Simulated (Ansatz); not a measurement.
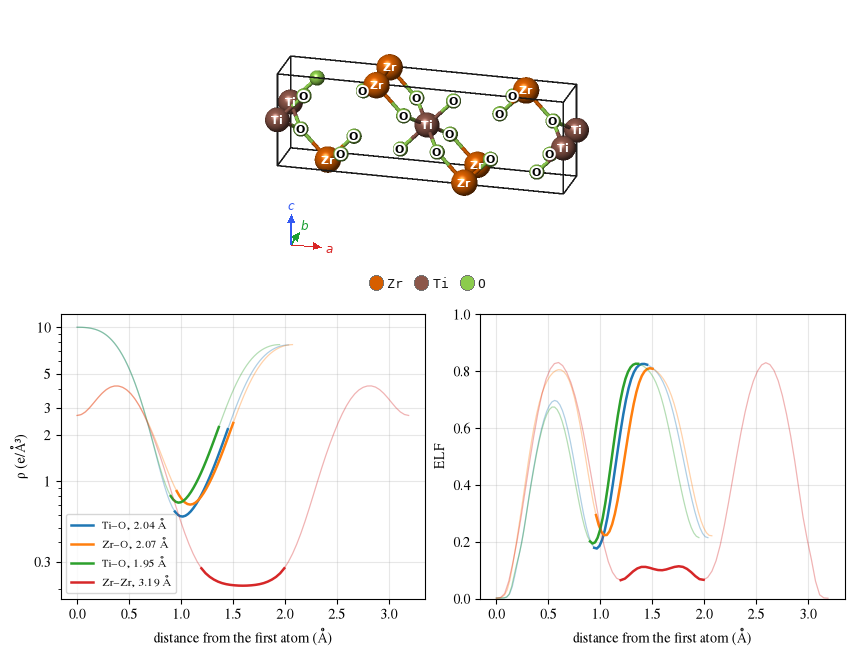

The picture shows: Zr2TiO6. Valence charge density (pseudo) and electron localisation function along straight lines between neighbouring atoms. Thin, pale parts lie inside the atomic spheres. The structure is drawn too.

Space group C2/m; a structure generated by program, which may or may not match a known phase; computed without spin polarisation.

Theory: Ansatz, DFT PBE, scalar-relativistic, plane waves, PAW.

The density is the valence pseudo-density of a PAW calculation; it isn't the true density close to the nuclei.

Input

```
crystal:
  lattice:
    - [7.4711129946, -1.5952370197, 0.0]
    - [7.4711129946, 1.5952370197, 0.0]
    - [-0.1816321202, 0.0, 4.8930270698]
  atoms:
    - { symbol: Zr, position: [0.3465343304, 0.3465343304, 0.9837972115] }
    - { symbol: Zr, position: [0.6534656696, 0.6534656696, 0.0162027885] }
    - { symbol: Ti, position: [0.0, 0.0, 0.5] }
    - { symbol: O, position: [0.4412740077, 0.4412740077, 0.6791897791] }
    - { symbol: O, position: [0.7777843682, 0.7777843682, 0.8053055239] }
    - { symbol: O, position: [0.0928064822, 0.0928064822, 0.790227526] }
    - { symbol: O, position: [0.9071935178, 0.9071935178, 0.209772474] }
    - { symbol: O, position: [0.2222156318, 0.2222156318, 0.1946944761] }
    - { symbol: O, position: [0.5587259923, 0.5587259923, 0.3208102209] }
basis:
  ecutwfc: 420
kpoints:
  mp_grid: { grid: [10, 10, 6] }
hamiltonian:
  xc: pbe
scf:
  occupations: { method: gaussian, width: 0.02 }
output:
  forces: true
  stress: true
  eigenvalues: true
  write_density: true
  write_potential: true
  elf: true
  volumetric_format: npy
relax:
  adjacent_minimum: "off"
  f_tol: 0.01
  max_steps: 80
  cell: { stress_tol: 0.05 }
```

Run with:

```sh
ansatz run input.yaml --threads 4 --pin off --max-ram 8192MiB --backend cpu --events-out ev --progress --plain --runs-dir out
```

Below, planes, directions and counts refer to the conventional cell (a = 14.94 Å, b = 3.19 Å, c = 4.90 Å, α = 90.00°, β = 92.13°, γ = 90.00°).

### What can be read from the curves?

Ti–O (2.04 Å): ρ is about 0.59 e/Å³ halfway; the ELF peaks at about 0.85 in the valence shell of O, 0.6 Å from its nucleus, and is about 0.20 at the midpoint (no shared electron pair shows on this line).
Zr–O (2.07 Å): ρ is about 0.73 e/Å³ halfway; the ELF peaks at about 0.80 in the valence shell of O, 0.6 Å from its nucleus, and drops to about 0.20 between the two atoms (no localised pair shows between them).
Ti–O (1.95 Å): ρ at the midpoint is about 0.73 e/Å³; the ELF peaks at about 0.85 in the valence shell of O, 0.6 Å from its nucleus, and is about 0.20 at the midpoint (no localised pair shows between them).
Zr–Zr (3.19 Å): ρ is about 0.21 e/Å³ halfway; the ELF is about 0.10 at the midpoint; no localised pair shows between them.
